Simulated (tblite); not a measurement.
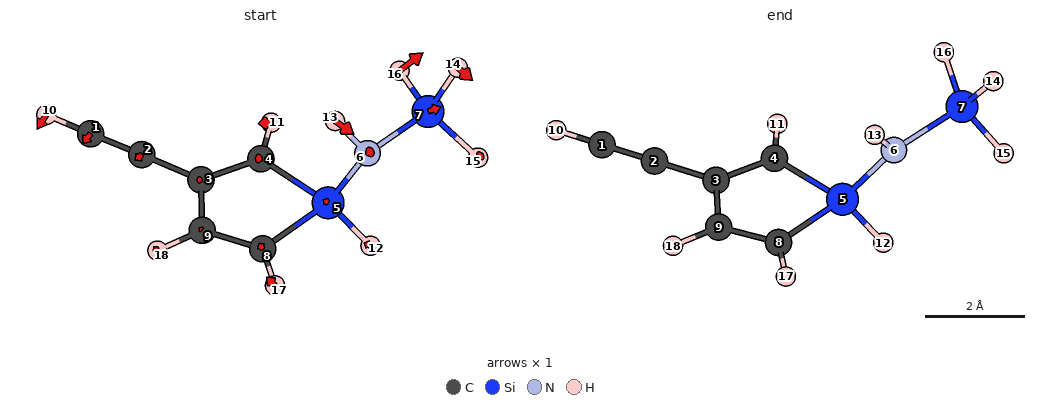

The structure of C₆H₉NSi₂ before (left) and after (right) a relaxation, at one scale. The red arrows give the displacements, at their true length.

Style: ball-and-stick. Shown at a tilt.

All numbers below come from GFN2-xTB geometry optimisation, gas phase (tblite). 

> What changed between the two?

The largest move after the best rigid fit is that of H16, 0.67 Å. Largest moves by element: H 0.67 Å, Si 0.30 Å, C 0.29 Å, N 0.24 Å. Some distances before and after: Si5–Si7 2.770 → 3.103 Å, N6–Si7 1.684 → 1.732 Å, Si5–N6 1.690 → 1.731 Å, C4–Si5 1.860 → 1.886 Å. Bond angles that change, for instance: Si5–N6–Si7 110.4° → 127.2°, Si5–C4–H11 121.7° → 129.7°, N6–Si5–H12 115.9° → 108.4°. After 111 geometry steps the energy has fallen by 11.8 kcal/mol.
